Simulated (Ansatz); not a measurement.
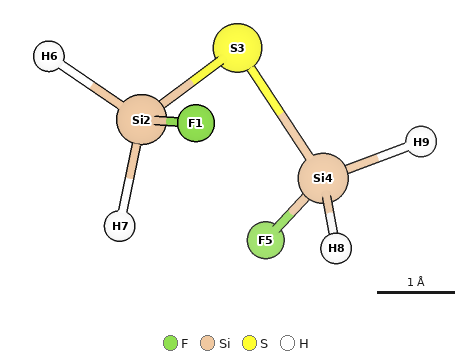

Figure 1. The structure (ball-and-stick view, seen at a tilt; atoms are numbered from 1 in the order of the input). Bond lengths as drawn: F–Si 1.60 Å, H–Si 1.48 Å and S–Si 2.12 Å.

## Single-point calculation, with input and output: Si2H4SF2

- system: Si2H4SF2, multiplicity 7, SMILES F[SiH2]S[SiH2]F
- method: UKS r2SCAN-d3bj/cc-pVDZ (Ansatz 0.2.0)

Some settings of this run were made unusual or wrong on purpose. The geometry comes from this level: PBE0-D4/def2-TZVP. Figures and captions count atoms from 1; the log counts them from 0 in places.

**The input**
```yaml
crystal:
  periodic: [false, false, false]
  atoms:
    - {symbol: F, position_ang: [-1.607871, 0.602057, 1.785078]}
    - {symbol: Si, position_ang: [-0.385985, 1.213336, 0.961094]}
    - {symbol: S, position_ang: [1.198822, -0.193457, 0.820078]}
    - {symbol: Si, position_ang: [0.508035, -1.239876, -0.894136]}
    - {symbol: F, position_ang: [0.993760, -0.513368, -2.228982]}
    - {symbol: H, position_ang: [0.129378, 2.379002, 1.708027]}
    - {symbol: H, position_ang: [-0.894303, 1.564102, -0.383147]}
    - {symbol: H, position_ang: [-0.970589, -1.273009, -0.924996]}
    - {symbol: H, position_ang: [1.117253, -2.585186, -0.860218]}
basis:
  gaussian: {orbitals: cc-pVDZ}
magnetization: {spin_polarized: true, initial_magnetization: 6}
hamiltonian: {xc: {name: r2SCAN}, dispersion: d3bj}
output: {forces: true}
```

Machine: 4 threads of Arm Neoverse V2, 23 GiB of memory available, shared host.

Launch command:
```bash
ansatz run in.yaml --threads 4 --pin off --events-out ev --progress --plain --max-ram 10444MiB
```

**Log**
```
Warning: the engine holds no damping parameters fitted to this dispersion correction and functional, so the run takes those fitted to r2scan beside the three-body term, which d3bj leaves out (hamiltonian.dispersion, under Limitations)
Functional definition: r2SCAN
  name "r2SCAN"
  cite "Furness, Kaplan, Ning, Perdew & Sun, J. Phys. Chem. Lett. 11, 8208 (2020) doi:10.1021/acs.jpclett.0c02405"
  cite "Furness, Kaplan, Ning, Perdew & Sun, J. Phys. Chem. Lett. 11, 9248 (2020) doi:10.1021/acs.jpclett.0c03077"
  parent r2scan
  parameter k0 = 0.174
  parameter k1 = 0.065
  parameter a1 = 4.9479
  exchange = r2scan_x(k0 = k0, k1 = k1, a1 = a1)
  correlation = r2scan_c
1231 factors; their error is unknown
mean field evaluation 1: about -32061.6204 eV, gradient 3.4e1 eV
mean field evaluation 2: about -31980.5863 eV, gradient 1.3e2 eV
mean field evaluation 4: about -32063.5480 eV, gradient 2.3e1 eV
mean field evaluation 8: about -32068.3112 eV, gradient 2.6e0 eV
mean field evaluation 16: about -32068.3403 eV, gradient 5.4e-2 eV
mean field evaluation 32: about -32068.3404 eV, gradient 1.3e-4 eV
mean field evaluation 64: about -32066.4915 eV, gradient 7.0e0 eV
mean field evaluation 96: about -32067.2967 eV, gradient 3.0e-1 eV
mean field evaluation 128: about -32068.2530 eV, gradient 2.2e0 eV
mean field -32068.34038695 eV, -1178.4897725186 hartree, gradient 9.4e-6 eV, S^2 12.010300; 10 other end points of the search recorded, 0 dependent functions left out
the calculation of the forces begins
reference -32068.34040150 eV, -1178.4897730533 hartree; 36, 30 occupied and 66, 72 virtual orbitals, 1231 factors
Total energy: -32068.40521916 eV, -1178.4921550582 hartree
Atom 0 at    -1.607871     0.602057     1.785078 Å, force    -2.413331    -1.050664     1.147971 eV/Å
Atom 1 at    -0.385985     1.213336     0.961094 Å, force     0.852978     3.192947    -0.272615 eV/Å
Atom 2 at     1.198822    -0.193457     0.820078 Å, force     5.095841    -0.805705     3.527240 eV/Å
Atom 3 at     0.508035    -1.239876    -0.894136 Å, force    -0.643498    -3.221869     0.418326 eV/Å
Atom 4 at     0.993760    -0.513368    -2.228982 Å, force     0.483738     1.353437    -2.490194 eV/Å
Atom 5 at     0.129378     2.379002     1.708027 Å, force    -0.341754     1.610075     0.934322 eV/Å
Atom 6 at    -0.894303     1.564102    -0.383147 Å, force    -1.599395     0.777274    -1.240774 eV/Å
Atom 7 at    -0.970589    -1.273009    -0.924996 Å, force    -1.838095    -0.233957    -1.137731 eV/Å
Atom 8 at     1.117253    -2.585186    -0.860218 Å, force     0.403517    -1.621537    -0.886544 eV/Å
Dipole moment:     0.199877    -0.031583     0.138786 e Å
```

**Outcome**

- outcome: converged
- total energy: −32068.4052 eV
- mean-field energy: −32068.3404 eV
- dispersion energy: −0.0648 eV
- ⟨S²⟩: 12.010
- SCF solution under orbital rotations: stable
- largest force (length of the vector): 6.250 eV/Å
- dipole moment: 1.18 D
- wall time: 23 s (CPU time 85 s)
- peak memory: 0.33 GiB

**What went wrong**

The input was spoiled on purpose: spin. The program still converged, but the numbers can't be taken as results for the intended system. The program warns: the dispersion correction has no parameters fitted for this combination and takes those fitted for r2SCAN with other terms.
